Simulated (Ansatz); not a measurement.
# Si16Ge: the cost of one run

Program: Ansatz 0.2.0. Level of theory: DFT PBEsol, plane waves, PAW, scalar-relativistic, no spin polarisation. These are calculated values, not measurements.

## Step 1: The system as given

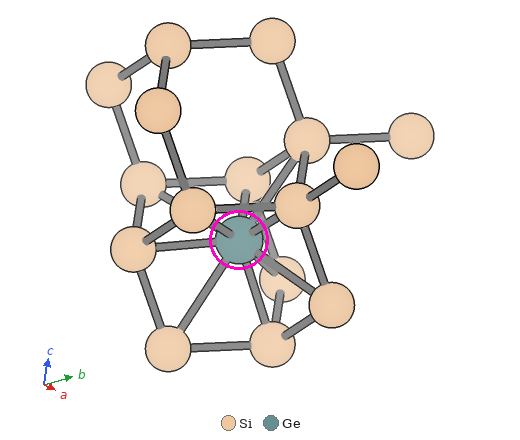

Start, viewed slightly off an axis; silicon light orange, germanium teal. Each atom of the cell is drawn once, at one copy chosen for all pictures, so bonds across the cell's faces may be missing. Ringed: Ge17.

Structure file:

```cif
data_structure
_symmetry_space_group_name_H-M 'P 1'
_symmetry_Int_Tables_number 1
_cell_length_a 7.6792
_cell_length_b 7.6792
_cell_length_c 7.6792
_cell_angle_alpha 60.000
_cell_angle_beta 60.000
_cell_angle_gamma 60.000
_cell_volume 320.21
loop_
_atom_site_label
_atom_site_type_symbol
_atom_site_fract_x
_atom_site_fract_y
_atom_site_fract_z
_atom_site_occupancy
Si1 Si 0.00000 0.00000 0.00000 1
Si2 Si 0.12500 0.12500 0.12500 1
Si3 Si 0.00000 0.00000 0.50000 1
Si4 Si 0.12500 0.12500 0.62500 1
Si5 Si 0.00000 0.50000 0.00000 1
Si6 Si 0.12500 0.62500 0.12500 1
Si7 Si 0.00000 0.50000 0.50000 1
Si8 Si 0.12500 0.62500 0.62500 1
Si9 Si 0.50000 0.00000 0.00000 1
Si10 Si 0.62500 0.12500 0.12500 1
Si11 Si 0.50000 0.00000 0.50000 1
Si12 Si 0.62500 0.12500 0.62500 1
Si13 Si 0.50000 0.50000 0.00000 1
Si14 Si 0.62500 0.62500 0.12500 1
Si15 Si 0.50000 0.50000 0.50000 1
Si16 Si 0.62500 0.62500 0.62500 1
Ge1 Ge 0.36788 0.87981 0.88896 1
```

## Step 2: Relaxing end A

Input file input.yaml:

```yaml
crystal:
  lattice:
    - [0.0, 5.43, 5.43]
    - [5.43, 0.0, 5.43]
    - [5.43, 5.43, 0.0]
  atoms:
    - { symbol: Si, position: [0.0, 0.0, 0.0] }
    - { symbol: Si, position: [0.125, 0.125, 0.125] }
    - { symbol: Si, position: [0.0, 0.0, 0.5] }
    - { symbol: Si, position: [0.125, 0.125, 0.625] }
    - { symbol: Si, position: [0.0, 0.5, 0.0] }
    - { symbol: Si, position: [0.125, 0.625, 0.125] }
    - { symbol: Si, position: [0.0, 0.5, 0.5] }
    - { symbol: Si, position: [0.125, 0.625, 0.625] }
    - { symbol: Si, position: [0.5, 0.0, 0.0] }
    - { symbol: Si, position: [0.625, 0.125, 0.125] }
    - { symbol: Si, position: [0.5, 0.0, 0.5] }
    - { symbol: Si, position: [0.625, 0.125, 0.625] }
    - { symbol: Si, position: [0.5, 0.5, 0.0] }
    - { symbol: Si, position: [0.625, 0.625, 0.125] }
    - { symbol: Si, position: [0.5, 0.5, 0.5] }
    - { symbol: Si, position: [0.625, 0.625, 0.625] }
    - { symbol: Ge, position: [0.3678771, 0.8798097, 0.8889602] }
basis:
  ecutwfc: 420.0
kpoints:
  mp_grid: { grid: [2, 2, 2] }
hamiltonian:
  xc: pbesol
  pseudopotentials: { kind: paw, azcp: { folder: soft_1 } }
scf:
  occupations: { method: gaussian, width: 0.02 }
  lower_state_search: "off"
relax:
  f_tol: 0.03
  max_steps: 60
  adjacent_minimum: "off"
```

Launch:

```sh
ansatz run input.yaml --threads 1 --pin off --max-ram 3072MiB --backend cpu --events-out ev --progress --plain --runs-dir out
```

What time and memory should one allow on 1 thread of Arm Neoverse V1, shared host?

About 35 s, with a peak of 0.55 GiB.
